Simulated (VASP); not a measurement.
Band structure of Mg (hcp). Method: LDA (Ceperley-Alder, Perdew-Zunger), VASP's LDA PAW potentials (set 64) (plane waves; VASP 6.6.1).

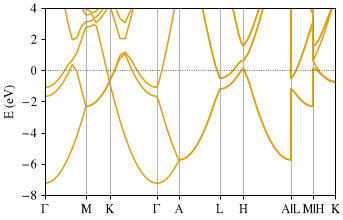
*Bands along high-symmetry lines, zero at the valence-band maximum or, without a gap, the Fermi level*

Read the plot: is there a gap, and where are the band edges?

It has no gap at this level: it comes out as a metal or semimetal. (Edges off the drawn lines would not show.)

The compound is Mg in the hcp structure. It was relaxed first, which changed the volume by -8 %.
